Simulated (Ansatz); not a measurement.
**GeH₄Sn: density, localisation and related maps**

| atom | x (Å) | y (Å) | z (Å) |
| --- | --- | --- | --- |
| Ge | -0.4345 | 0.4657 | -1.4617 |
| Sn | 0.9863 | -0.1212 | 1.0986 |
| H | 0.0318 | -0.9002 | -0.5158 |
| H | 1.0737 | 0.6000 | -1.9848 |
| H | 0.0145 | 1.2781 | -0.0069 |
| H | -0.5869 | -0.3284 | 1.9317 |

Geometry: B3LYP-D3(BJ)/def2-SVP; core potentials replace the inner electrons of Sn.

Computed with isolated molecule in a Gaussian basis; Kohn-Sham density functional theory, functional PBE0 (Ansatz).

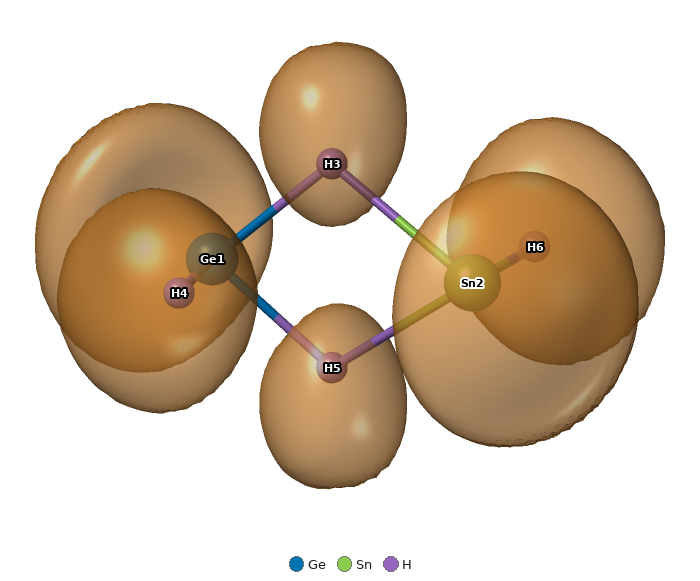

Figure 1. Isosurface of the electron localisation function at 0.8 (orange), seen at a tilt. Core shells and regions of very low density are left out.

> What do the ELF domains correspond to?

The surface consists of four regions around hydrogen nuclei, one lobe on Ge, pointing away from the bonds (lone pairs) and one lobe on Sn, pointing away from the bonds (lone pairs). Profiles from the grid: Ge–H (1.60 Å): the ELF climbs to about 1 towards the hydrogen. Sn–H (1.79 Å): the ELF climbs to about 1 towards the hydrogen.

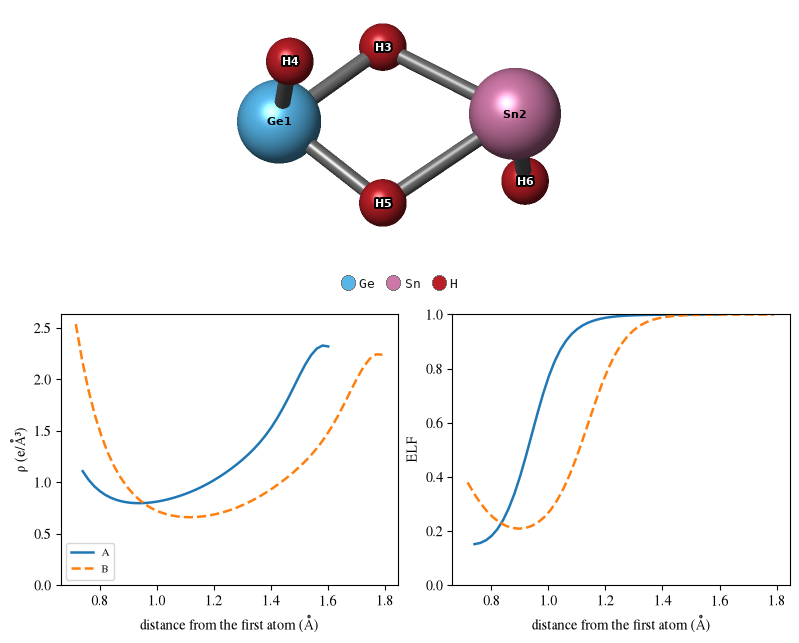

Figure 2. Electron density and electron localisation function along straight lines between neighbouring atoms. The curves leave out the atomic cores. The structure is drawn too.

> Which curve belongs to which contact (Ge–H and Sn–H)? The first atom named is at distance zero.

Curve A: Ge–H (1.60 Å): ρ at the midpoint is about 0.91 e/Å³; the ELF climbs to about 1 towards the hydrogen. Curve B: Sn–H (1.79 Å): the density is about 0.96 e/Å³ at the midpoint; the ELF climbs to about 1 towards the hydrogen.

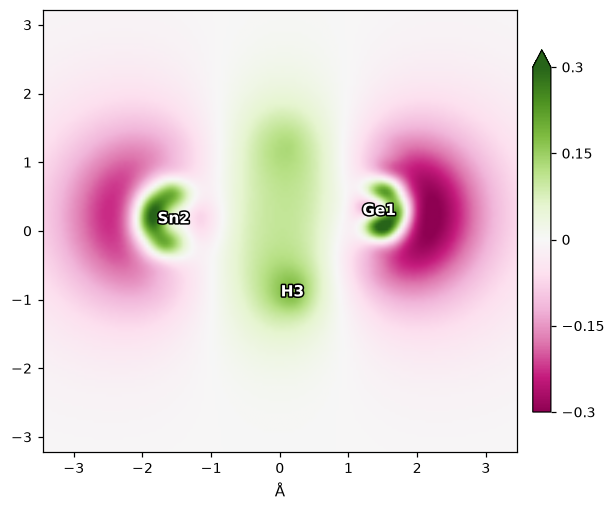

Figure 3. The HOMO on the plane of atoms Ge1, H3 and Sn2 (values in Å⁻³ᐟ²; the overall sign is arbitrary).

> Where does this orbital lie, and at what energy?

It lies mainly on Ge1 (about 45 %), Sn2 (about 35 %), H4 (about 10 %) and H6 (about 5 %). Its energy is −6.42 eV.
